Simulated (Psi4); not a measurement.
# GeH3F (fluorogermane) at B3LYP/6-31G(d) (spherical functions)

What is the vertical singlet–triplet gap of GeH3F (fluorogermane) at B3LYP/6-31G* (spherical functions)? 

Program for the calculation: Psi4 1.11.

1 further run of the same task is left out (set aside as unsound or not needed).

## 1. The system as given

The species is GeH3F (5 atoms), meant as a singlet with charge 0. As SMILES, `[F][GeH3]`. The coordinates come from a PBE0-D4/def2-TZVP relaxation.

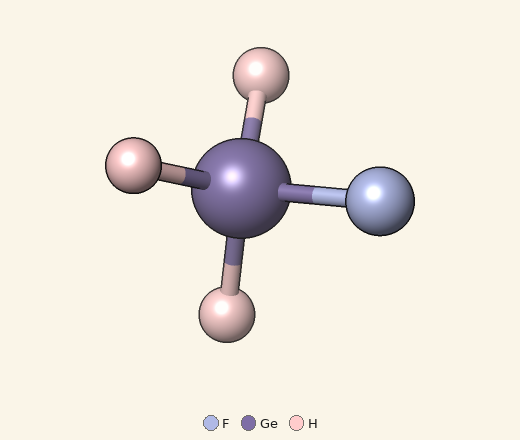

Viewed from a chosen angle; fluorine light blue, germanium purple, hydrogen pink.

## 2. Energy and forces at B3LYP/6-31G(d) (spherical functions)

File job.in:

```
memory 1.6 GB

molecule m {
  0 1
  F     -1.046500     0.474300     1.162200
  Ge     0.068200    -0.041600    -0.072800
  H      1.331000    -0.512000     0.658600
  H     -0.627800    -1.178000    -0.831200
  H      0.325100     1.183600    -0.958100
  symmetry c1
}

set basis 6-31G*
set puream true
set e_convergence 1e-09
set d_convergence 1e-08
set scf_type pk
set dft_radial_points 99
set dft_spherical_points 590

result, w = gradient('b3lyp', return_wfn=True)
oeprop(w, 'WIBERG_LOWDIN_INDICES', 'LOWDIN_CHARGES', 'MULLIKEN_CHARGES')
```

On the command line:

```
$ psi4 -n 1 job.in job.out
```

job.out:

```text
[...]
  Running in c1 symmetry.
[...]
  Nuclear repulsion =  126.699029936138061
[...]
  Multiplicity = 1
[...]
  Nalpha       = 22
  Nbeta        = 22
[...]
    Number of basis functions: 52
[...]
   @RKS iter   1: -2177.04420164383782   -2.04628e+00   5.15553e-02 ADIIS/DIIS
[...]
   @RKS iter  10: -2178.41865263649652   -3.63798e-12   7.16001e-09 DIIS
[...]
    Orbital Energies [Eh]
    ---------------------
    Doubly Occupied:
       1A   -398.759516     2A    -49.836047     3A    -44.359999
       4A    -44.359379     5A    -44.359378     6A    -24.649156
       7A     -6.268798     8A     -4.441235     9A     -4.438199
      10A     -4.438199    11A     -1.256209    12A     -1.242913
      13A     -1.242912    14A     -1.239970    15A     -1.239970
      16A     -1.117095    17A     -0.573771    18A     -0.414944
      19A     -0.405124    20A     -0.405115    21A     -0.336644
      22A     -0.336623
[...]
  @RKS Final Energy: -2178.41865263649652
   => Energetics <=
    Nuclear Repulsion Energy =            126.6990299361380607
    One-Electron Energy =               -3287.3913778123214797
    Two-Electron Energy =                1055.2519058041059452
    DFT Exchange-Correlation Energy =     -72.9782105644195696
    Empirical Dispersion Energy =           0.0000000000000000
    VV10 Nonlocal Energy =                  0.0000000000000000
    Total Energy =                      -2178.4186526364969723
[...]
 Multipole Moments:
 ------------------------------------------------------------------------------------
     Multipole            Electronic (a.u.)      Nuclear  (a.u.)        Total (a.u.)
 ------------------------------------------------------------------------------------
 L = 1.  Multiply by 2.5417464519 to convert [e a0] to [Debye]
 Dipole X            :          0.2923171            0.2320869            0.5244039
 Dipole Y            :         -0.1347296           -0.1077987           -0.2425283
 Dipole Z            :         -0.3242816           -0.2568343           -0.5811160
 Magnitude           :                                                    0.8194603
[...]
  -Total Gradient:
     Atom            X                  Y                   Z
    ------   -----------------  -----------------  -----------------
       1        0.003901692458    -0.001815080161    -0.004317029100
       2        0.000799128464    -0.000338749041    -0.000890639164
       3       -0.004052195286     0.001581727303    -0.000865030974
       4        0.000868766755     0.003244798316     0.002877936693
       5       -0.001514899909    -0.002673179136     0.003192674049
[...]
  Mulliken Charges: (a.u.)
   Center  Symbol    Alpha    Beta     Spin     Total
       1     F     4.70665  4.70665  0.00000 -0.41329
       2    GE    15.83396 15.83396  0.00000  0.33209
       3     H     0.48647  0.48647  0.00000  0.02706
       4     H     0.48647  0.48647  0.00000  0.02706
       5     H     0.48646  0.48646  0.00000  0.02709
   Total alpha = 22.00000, Total beta = 22.00000, Total charge =  0.00000
  Lowdin Charges: (a.u.)
   Center  Symbol    Alpha    Beta     Spin     Total
       1     F     4.63735  4.63735  0.00000 -0.27471
[...]
```

It took 6 s on 1 thread of Intel Xeon 6975P-C (Granite Rapids), shared host; peak memory 0.59 GiB.

## 3. The triplet at the same level

File job.inp:

```
memory 1.6 GB

molecule {
  0 3
  F     -1.046500     0.474300     1.162200
  Ge     0.068200    -0.041600    -0.072800
  H      1.331000    -0.512000     0.658600
  H     -0.627800    -1.178000    -0.831200
  H      0.325100     1.183600    -0.958100
  symmetry c1
}

set basis 6-31G*
set reference uks
set puream true
set e_convergence 1e-09
set d_convergence 1e-08
set scf_type pk
set dft_radial_points 99
set dft_spherical_points 590
set maxiter 100

energy_value, wavefunction = gradient("b3lyp", return_wfn=True)
```

On the command line:

```
$ psi4 -n 1 job.inp job.out
```

job.out:

```text
[...]
  Running in c1 symmetry.
[...]
  Nuclear repulsion =  126.699029936138061
[...]
  Multiplicity = 3
[...]
  Nalpha       = 23
  Nbeta        = 21
[...]
    Number of basis functions: 52
[...]
   @UKS iter   1: -2176.64758863929637   -1.64967e+00   5.24060e-02 ADIIS/DIIS
[...]
   @UKS iter  23: -2178.14775230871919   -2.27374e-12   2.74569e-09 DIIS
[...]
   @S^2 Observed:                2.008939782E+00
[...]
    Orbital Energies [Eh]
    ---------------------
    Alpha Occupied:
       1A   -398.768849     2A    -49.846504     3A    -44.371003
       4A    -44.370110     5A    -44.368903     6A    -24.737884
       7A     -6.279982     8A     -4.453696     9A     -4.450450
      10A     -4.447158    11A     -1.277443    12A     -1.257762
      13A     -1.254322    14A     -1.252552    15A     -1.250036
      16A     -1.192258    17A     -0.619623    18A     -0.498057
      19A     -0.484659    20A     -0.459830    21A     -0.419486
      22A     -0.366868    23A     -0.085881
    Alpha Virtual:
      24A      0.021737    25A      0.047218    26A      0.056856
[...]
  @UKS Final Energy: -2178.14775230871919
   => Energetics <=
    Nuclear Repulsion Energy =            126.6990299361380607
    One-Electron Energy =               -3286.1316367301105856
    Two-Electron Energy =                1054.1636099709064638
    DFT Exchange-Correlation Energy =     -72.8787554856530022
    Empirical Dispersion Energy =           0.0000000000000000
    VV10 Nonlocal Energy =                  0.0000000000000000
    Total Energy =                      -2178.1477523087191912
[...]
 Multipole Moments:
 ------------------------------------------------------------------------------------
     Multipole            Electronic (a.u.)      Nuclear  (a.u.)        Total (a.u.)
 ------------------------------------------------------------------------------------
 L = 1.  Multiply by 2.5417464519 to convert [e a0] to [Debye]
 Dipole X            :         -0.0677004            0.2320869            0.1643865
 Dipole Y            :         -0.2698535           -0.1077987           -0.3776522
 Dipole Z            :          0.2084954           -0.2568343           -0.0483389
 Magnitude           :                                                    0.4147056
[...]
  -Total Gradient:
     Atom            X                  Y                   Z
    ------   -----------------  -----------------  -----------------
       1        0.056609753564    -0.022771905750    -0.064245577642
       2       -0.042792201363    -0.019346887063     0.064800772711
       3       -0.012677376824     0.017450952952    -0.005642811501
       4        0.000366392422     0.021879617361     0.004303088133
       5       -0.001504352617     0.002787767328     0.000782542347
[...]
```

It took 14 s on 1 thread of Intel Xeon 6975P-C (Granite Rapids), shared host; peak memory 0.59 GiB.

## 4. Outcome

At B3LYP/6-31G* (spherical functions):

```
                                        quantity           value
                           singlet: total energy  -2178.41865 Eh
                          singlet: dipole moment          2.08 D
                            singlet: HOMO energy        -9.16 eV
                            singlet: LUMO energy        -0.22 eV
                          singlet: HOMO–LUMO gap         8.94 eV
               singlet: largest force on an atom      0.313 eV/Å
                           triplet: total energy  -2178.14775 Eh
                          triplet: dipole moment          1.05 D
     triplet: HOMO energy (highest over α and β)        -2.34 eV
                                   triplet: ⟨S²⟩           2.009
               triplet: largest force on an atom      4.556 eV/Å
vertical energy of the triplet above the singlet        7.372 eV
```

What this shows: At this shape the triplet lies 7.37 eV (711 kJ/mol) above the singlet. The largest force (singlet) is 0.31 eV/Å: the shape isn't a stationary point for this species at this level.
